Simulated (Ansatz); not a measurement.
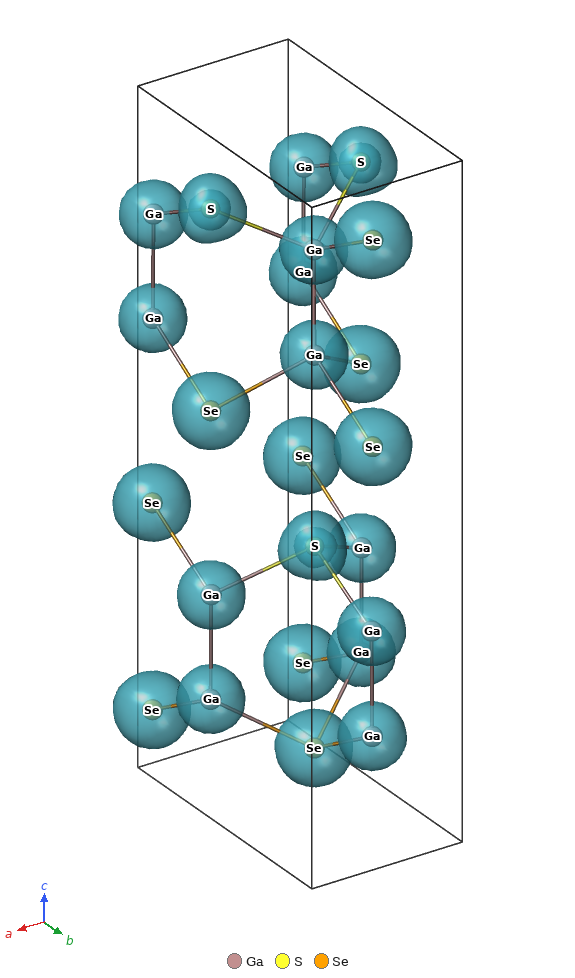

Figure 1: Ga₄Se₃S. Isosurface of the valence pseudo-density at 1 e/Å³ (cyan), seen at an oblique angle. Sticks mark near contacts.

Space group Pmn2₁; a generated structure, not necessarily the stable one.

These are results of DFT PBE+D3(BJ), scalar-relativistic, plane waves, PAW in Ansatz 0.2.0, not measurements.

Core electrons are frozen (PAW), and the valence fields are smoothed inside the atomic spheres.

Question: How is the density connected at this value?

Answer: At this value the density breaks into separate islands; it holds about 70 % of the electrons treated as valence (semicore included). It bridges none of the near contacts. It is pinched off along the shortest Ga–S (2.36 Å), Ga–Ga (2.44 Å) and Ga–Se (2.46 Å) contacts. On the grid the lowest density along these lines, outside the cores, is 0.49 e/Å³ (Ga–S, 2.36 Å), 0.45 e/Å³ (Ga–Ga, 2.44 Å) and 0.46 e/Å³ (Ga–Se, 2.46 Å).
